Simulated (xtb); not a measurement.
## Molecular dynamics of CH4BBrO (part 2 of 2)

The same run, continued: CH4BBrO; GFN2-xTB (xtb 6.7.1). 

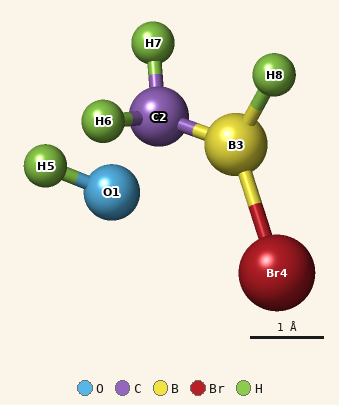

*The geometry at step 12 of the log (ball-and-stick view, seen at a tilt; atoms are numbered from 1 in the order of the input).*

Trajectory as extended XYZ (Å, eV, eV/Å), 23 of the 25 frames kept, from step=0 to step=24:
```
8
Properties=species:S:1:pos:R:3 step=0 time_fs=0.0 energy=-368.01039
O    -0.0621    1.4363   -0.2656
C     0.4715    0.4836    0.1909
B    -0.1648   -1.0170    0.0612
Br   -1.8564   -1.2646   -0.7741
H    -0.8322    1.3220   -0.9261
H     0.7711    0.6244    1.2227
H     1.4654    0.3265   -0.2731
H     0.3318   -1.9596    0.6179
8
Properties=species:S:1:pos:R:3 step=1 time_fs=4.0 energy=-368.25320
O    -0.1040    1.4694   -0.2789
C     0.4923    0.4242    0.2256
B    -0.1923   -0.9831    0.0873
Br   -1.8628   -1.2712   -0.7717
H    -0.5526    1.4694   -1.1029
H     0.9668    0.4563    1.2044
H     1.7039    0.4580   -0.1335
H     0.5395   -1.7810    0.3997
8
Properties=species:S:1:pos:R:3 step=2 time_fs=8.0 energy=-368.02942
O    -0.1559    1.5508   -0.2969
C     0.5640    0.3150    0.2521
B    -0.2129   -0.9446    0.1023
Br   -1.8662   -1.2759   -0.7716
H    -0.2687    1.4760   -1.3223
H     0.9704    0.4174    1.3654
H     1.6989    0.4571   -0.1002
H     0.7266   -1.7787    0.2234
8
Properties=species:S:1:pos:R:3 step=3 time_fs=12.0 energy=-367.65319
O    -0.1988    1.6230   -0.3176
C     0.6489    0.2550    0.2807
B    -0.2153   -0.9407    0.1029
Br   -1.8680   -1.2801   -0.7702
H     0.0521    1.4528   -1.2344
H     0.7344    0.4511    1.3621
H     1.5116    0.3482   -0.1594
H     0.6645   -1.8225    0.0686
8
Properties=species:S:1:pos:R:3 step=4 time_fs=16.0 energy=-367.12141
O    -0.2203    1.6661   -0.3292
C     0.6789    0.2573    0.3171
B    -0.2099   -0.9776    0.0798
Br   -1.8684   -1.2835   -0.7675
H     0.3280    1.5115   -1.1126
H     0.5043    0.5387    1.3297
H     1.6756    0.2483   -0.3771
H     0.4105   -1.9160   -0.0257
8
Properties=species:S:1:pos:R:3 step=5 time_fs=20.0 energy=-367.46961
O    -0.2121    1.6740   -0.3319
C     0.6764    0.3015    0.3211
B    -0.2073   -1.0272    0.0344
Br   -1.8686   -1.2856   -0.7638
H     0.4662    1.7193   -1.0407
H     0.4763    0.6708    1.3596
H     1.6244    0.1943   -0.2844
H     0.2386   -2.1552   -0.0269
8
Properties=species:S:1:pos:R:3 step=7 time_fs=28.0 energy=-368.00300
O    -0.1119    1.5944   -0.3232
C     0.5075    0.4497    0.2862
B    -0.1812   -1.1523   -0.0730
Br   -1.8718   -1.2850   -0.7565
H     0.3899    2.3430   -0.8102
H     0.8131    0.7330    1.3441
H     1.7563    0.3137    0.0652
H     0.2494   -2.1658    0.2655
8
Properties=species:S:1:pos:R:3 step=8 time_fs=32.0 energy=-367.74166
O    -0.0514    1.5424   -0.3221
C     0.4336    0.5169    0.2582
B    -0.1574   -1.1796   -0.1102
Br   -1.8746   -1.2834   -0.7537
H     0.3125    2.3749   -0.5061
H     0.7557    0.6446    1.3610
H     1.6082    0.4305    0.0325
H     0.4131   -2.0275    0.4729
8
Properties=species:S:1:pos:R:3 step=9 time_fs=36.0 energy=-367.64521
O    -0.0341    1.5161   -0.3451
C     0.4233    0.5190    0.2570
B    -0.1272   -1.1603   -0.1245
Br   -1.8771   -1.2823   -0.7513
H     0.4109    2.4280   -0.1323
H     0.4546    0.5127    1.3545
H     1.3799    0.4668   -0.1210
H     0.5625   -1.8880    0.6043
8
Properties=species:S:1:pos:R:3 step=10 time_fs=40.0 energy=-368.06235
O    -0.0537    1.5548   -0.3920
C     0.4393    0.4346    0.2763
B    -0.0936   -1.1030   -0.1110
Br   -1.8783   -1.2821   -0.7490
H     0.4247    2.2540    0.1841
H     0.1353    0.4029    1.3724
H     1.5268    0.3492   -0.2198
H     0.5795   -1.7301    0.5545
8
Properties=species:S:1:pos:R:3 step=11 time_fs=44.0 energy=-367.96638
O    -0.0729    1.6127   -0.4274
C     0.4632    0.3149    0.2713
B    -0.0788   -1.0136   -0.0909
Br   -1.8775   -1.2825   -0.7463
H     0.2739    2.0335    0.3150
H     0.0221    0.3613    1.2911
H     1.5750    0.2393    0.0117
H     0.5921   -1.7779    0.4691
8
Properties=species:S:1:pos:R:3 step=12 time_fs=48.0 energy=-367.41436
O    -0.0814    1.6433   -0.4478
C     0.4864    0.2340    0.2378
B    -0.0985   -0.9558   -0.0811
Br   -1.8743   -1.2831   -0.7430
H     0.1081    2.1164    0.4349
H     0.0833    0.3692    1.2264
H     1.5244    0.2497    0.4438
H     0.5631   -1.9703    0.3434
8
Properties=species:S:1:pos:R:3 step=13 time_fs=52.0 energy=-367.75299
O    -0.0687    1.6488   -0.4353
C     0.5192    0.2552    0.2061
B    -0.1577   -1.0029   -0.0926
Br   -1.8693   -1.2834   -0.7393
H    -0.1453    2.2519    0.2769
H     0.0983    0.3797    1.2804
H     1.5791    0.3510    0.7722
H     0.3898   -2.0332    0.1277
8
Properties=species:S:1:pos:R:3 step=14 time_fs=56.0 energy=-367.82374
O    -0.0385    1.6222   -0.4129
C     0.5549    0.3513    0.2116
B    -0.2248   -1.0906   -0.1190
Br   -1.8650   -1.2829   -0.7359
H    -0.3926    2.4086    0.1297
H     0.0195    0.3465    1.2461
H     1.5029    0.4621    0.7290
H     0.2606   -2.0911   -0.0551
8
Properties=species:S:1:pos:R:3 step=15 time_fs=60.0 energy=-367.74266
O    -0.0008    1.5852   -0.3898
C     0.5404    0.4641    0.2438
B    -0.2542   -1.1515   -0.1480
Br   -1.8656   -1.2814   -0.7342
H    -0.4990    2.3014   -0.0181
H    -0.0888    0.2983    1.1495
H     1.5790    0.5812    0.4703
H     0.3325   -2.2717   -0.1332
8
Properties=species:S:1:pos:R:3 step=16 time_fs=64.0 energy=-367.41082
O     0.0424    1.5489   -0.3912
C     0.4837    0.5471    0.2855
B    -0.2085   -1.1999   -0.1735
Br   -1.8731   -1.2795   -0.7346
H    -0.6196    2.1407    0.0109
H    -0.0892    0.3171    1.1904
H     1.7137    0.6557    0.2293
H     0.4137   -2.2517   -0.1322
8
Properties=species:S:1:pos:R:3 step=17 time_fs=68.0 energy=-367.89068
O     0.0678    1.5454   -0.4208
C     0.4488    0.5582    0.3388
B    -0.1126   -1.2250   -0.1970
Br   -1.8850   -1.2774   -0.7363
H    -0.7206    1.9536    0.0721
H     0.0787    0.4641    1.3900
H     1.4959    0.5961    0.1384
H     0.4946   -2.1223   -0.0817
8
Properties=species:S:1:pos:R:3 step=19 time_fs=76.0 energy=-367.53073
O     0.0494    1.5993   -0.4847
C     0.4060    0.3990    0.4576
B     0.0514   -1.1375   -0.2108
Br   -1.9060   -1.2743   -0.7396
H    -0.9456    1.7013   -0.2171
H     0.5564    0.8931    1.4536
H     1.6314    0.2293    0.2892
H     0.8155   -2.0830    0.0011
8
Properties=species:S:1:pos:R:3 step=20 time_fs=80.0 energy=-367.37122
O     0.0241    1.5970   -0.4882
C     0.4355    0.3090    0.4787
B     0.0990   -1.0550   -0.1823
Br   -1.9108   -1.2731   -0.7406
H    -0.9045    1.6780   -0.5068
H     0.5886    0.9297    1.3179
H     1.5103    0.1590    0.3584
H     0.7867   -1.8893   -0.0647
8
Properties=species:S:1:pos:R:3 step=21 time_fs=84.0 energy=-367.37457
O     0.0132    1.5688   -0.4760
C     0.4716    0.2549    0.4648
B     0.0905   -0.9544   -0.1449
Br   -1.9115   -1.2719   -0.7411
H    -0.9418    1.6167   -0.7929
H     0.4348    0.8890    1.3757
H     1.5294    0.1886    0.2908
H     0.8468   -1.9006   -0.1590
8
Properties=species:S:1:pos:R:3 step=22 time_fs=88.0 energy=-367.88685
O     0.0061    1.5217   -0.4559
C     0.5111    0.2895    0.4479
B     0.0325   -0.9161   -0.1282
Br   -1.9082   -1.2702   -0.7410
H    -0.8343    1.4483   -0.9544
H     0.2096    0.6870    1.4492
H     1.6929    0.3254    0.1848
H     0.8044   -1.8829   -0.2791
8
Properties=species:S:1:pos:R:3 step=23 time_fs=92.0 energy=-368.61474
O     0.0070    1.4644   -0.4241
C     0.5667    0.4001    0.4212
B    -0.0586   -0.9498   -0.1400
Br   -1.9013   -1.2676   -0.7397
H    -0.6633    1.1614   -1.0403
H     0.0889    0.4083    1.4357
H     1.5757    0.5253    0.2406
H     0.6228   -1.7721   -0.3976
8
Properties=species:S:1:pos:R:3 step=24 time_fs=96.0 energy=-367.83793
O     0.0102    1.4110   -0.3872
C     0.5785    0.5062    0.3787
B    -0.1638   -0.9858   -0.1602
Br   -1.8922   -1.2639   -0.7373
H    -0.5152    0.8772   -1.0914
H     0.1208    0.2551    1.3909
H     1.6701    0.7254    0.4286
H     0.5668   -1.8623   -0.5423
```

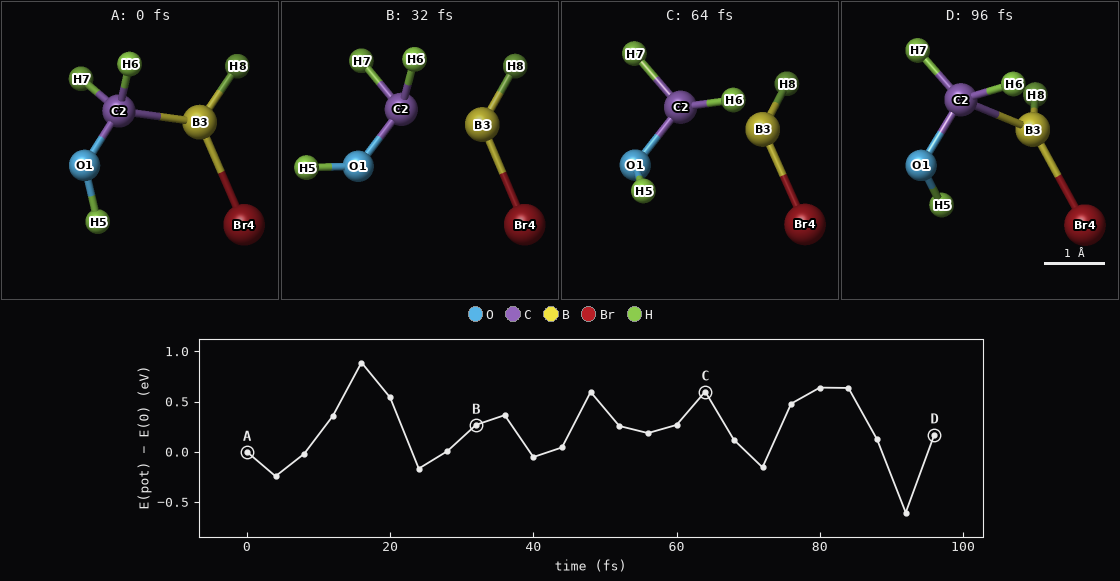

*Frames of the molecular dynamics (ball-and-stick, seen at a tilt) above the curves, on which the letters mark them.*

The trajectory kept here has 25 frames over 96 fs. The potential energy ends 0.172 eV above its first value. After an unweighted best fit of the last frame on the first, the root-mean-square displacement is 0.53 Å.

The run was set up as follows.

Input (in.coord):
```
$coord angs
    -0.0620670     1.4362530    -0.2656500  O
     0.4714920     0.4835960     0.1909360  C
    -0.1647940    -1.0170430     0.0612350  B
    -1.8564310    -1.2645720    -0.7741410  Br
    -0.8321930     1.3219670    -0.9261420  H
     0.7710890     0.6244420     1.2226700  H
     1.4654200     0.3264980    -0.2730520  H
     0.3318300    -1.9595980     0.6178970  H
$end
```

File xtb.inp:
```
$md
   temp=400
   time=0.1
   step=1
   dump=4
   hmass=1
   shake=0
   nvt=false
$scc
   broydamp=0.05
$end
```

Launched with:
```bash
xtb in.coord --gfn 2 --md -I xtb.inp > xtb.out
```

Results in brief:

```json
{"quantity": "outcome", "value": "finished"}
{"quantity": "trajectory", "value": "25 frames kept, 96 fs"}
{"quantity": "electrons treated", "value": "24"}
{"quantity": "potential energy (first step)", "value": "−13.524132 hartree"}
{"quantity": "dispersion energy (first step)", "value": "−0.003905 hartree"}
{"quantity": "basis functions (first step)", "value": "26"}
{"quantity": "hardware", "value": "1 thread of Arm Neoverse V1, 24 GiB of memory available, shared host"}
{"quantity": "peak memory", "value": "0.072 GiB"}
```

Settings chosen away from the usual ones: method = gfn2-xtb; task = md; x = {"md_temperature": 400, "md_time": 0.1, "time_step": 1, "md_dump": 4, "hydrogen_mass": 1, "shake": 0, "nvt": "false", "broyden_damping": 0.05}; geo = {"prev": 1, "rattle": 0.05}; partner = rattled. So short a trajectory is not equilibrated.
